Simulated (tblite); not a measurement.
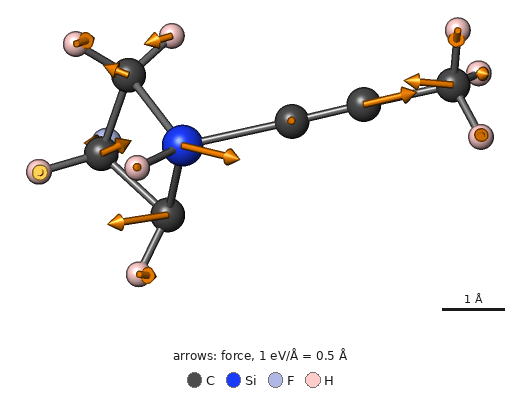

Starting geometry of C6H8FSi (multiplicity 2) with the computed forces as orange arrows. The picture is a ball-and-stick view, seen at a tilt.

Computed with tblite 0.8.0, GFN2-xTB geometry optimisation, gas phase. 

What follows when this structure is relaxed?

Answer. It isn't relaxed: the largest force vector, on the Si atom, is 2.41 eV/Å. The final displacements follow the starting forces only in part (cosine between the two patterns 0.44). Over 93 geometry steps the energy falls by 21.5 kcal/mol. An H atom moves most after the best rigid fit: 0.76 Å. Largest moves by element: H 0.76 Å, C 0.39 Å, Si 0.16 Å, F 0.14 Å. Near-neighbour distances that change, for instance: C–Si 1.851 → 1.925 Å, C–C 1.536 → 1.484 Å, C–C 1.495 → 1.444 Å, C–H 1.122 → 1.090 Å. Among the angles between lasting bonds that change: Si–C–H 112.5° → 137.6°, C–C–H 110.0° → 122.7°, H–C–H 117.3° → 108.4°.
